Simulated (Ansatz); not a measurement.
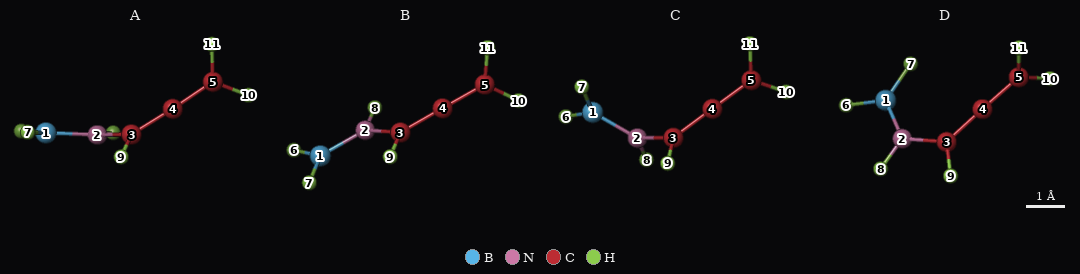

4 geometries from a converged minimum-energy path of C$_{3}$H$_{6}$BN, shuffled. A ball-and-stick model, seen from a free direction.

Theory: Ansatz 0.2.0, RKS BHLYP-D4/def2-SVP. Set-up: 7 movable images; climbing image; force threshold 0.05 eV/Å; iteration limit 60; starting path through a guess of the saddle point.

Question: Which of them lies highest in energy?

Answer: C. In order along the path, whose images run from 0 to 8: B (image 0, 0.0 kcal/mol), A (image 2, +3.2 kcal/mol), C (image 4, +6.3 kcal/mol), D (image 8, +2.9 kcal/mol). The motion is a rotation about the N2–C3 bond by about 180°. No bond forms or breaks between the ends. Among the angles between lasting bonds that change up to the highest image: N2–C3–H9 114.6° → 117.2°.
